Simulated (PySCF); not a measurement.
F$_{5}$OW (charge −1)

Input file:

```
mol = gto.M(atom='''
W      0.07048    -0.04390     0.04855
O      1.28953    -0.74409     1.07834
F     -0.05404     1.58992     1.02750
F     -1.39048    -0.74536     1.05613
F      1.32191     0.78074    -1.13301
F     -1.31937     0.73348    -1.12229
F     -0.02105    -1.54909    -1.12235''',
    basis={'W': 'def2-SVP', 'O': 'def2-SVP', 'F': 'def2-SVP'},
    ecp={'W': 'def2-SVP'},
    charge=-1, spin=0)
mf = dft.RKS(mol, xc='B88,P86')
mf.grids.atom_grid = (75, 302)  # f atoms: at least (60, 302), unpruned
mf = mf.density_fit()  # W def2-universal-JKFIT, O def2-universal-JKFIT, F def2-universal-JKFIT
mf.conv_tol = 1e-09; mf.max_cycle = 55
mf.kernel(dm0)
```

Command:

```sh
OMP_NUM_THREADS=2 python run.py
```

Core potentials replace the inner electrons of W.

Computed with RKS BP86, W def2-SVP with ECP60, O def2-SVP, F def2-SVP; non-relativistic Hamiltonian with scalar-relativistic core potentials where named; density fitting (PySCF 2.14.0).

Q: What can the converged electron density and electron localisation function tell about the bonding?

A: W–O (1.74 Å): the density is about 1.6 e/Å³ at the midpoint; the ELF peaks at about 0.80 in the valence shell of O, 0.5 Å from its nucleus, and drops to about 0.30 between the two atoms.
W–F (1.91 Å): ρ at the midpoint is about 0.96 e/Å³; the ELF peaks at about 0.80 in the valence shell of F, 0.5 Å from its nucleus, and drops to about 0.25 between the two atoms.
W–F (1.98 Å): the density is about 0.84 e/Å³ at the midpoint; the ELF peaks at about 0.85 in the valence shell of F, 0.5 Å from its nucleus, and drops to about 0.20 between the two atoms.

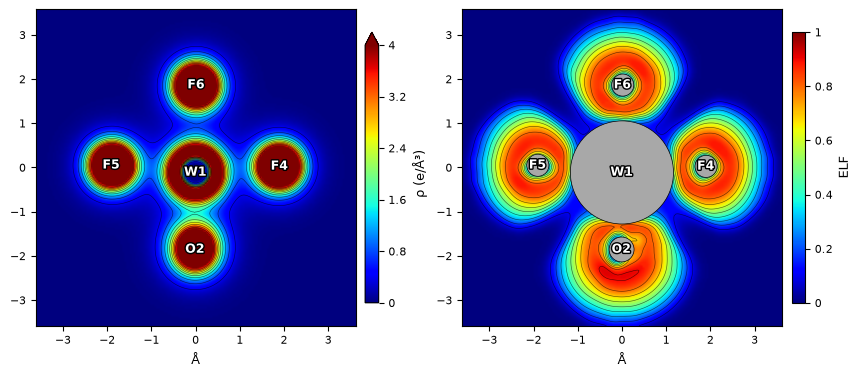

Computed electron density and electron localisation function on the plane of atoms F4, W1 and F5, in this order. Grey discs cover the atomic cores in the ELF map. 
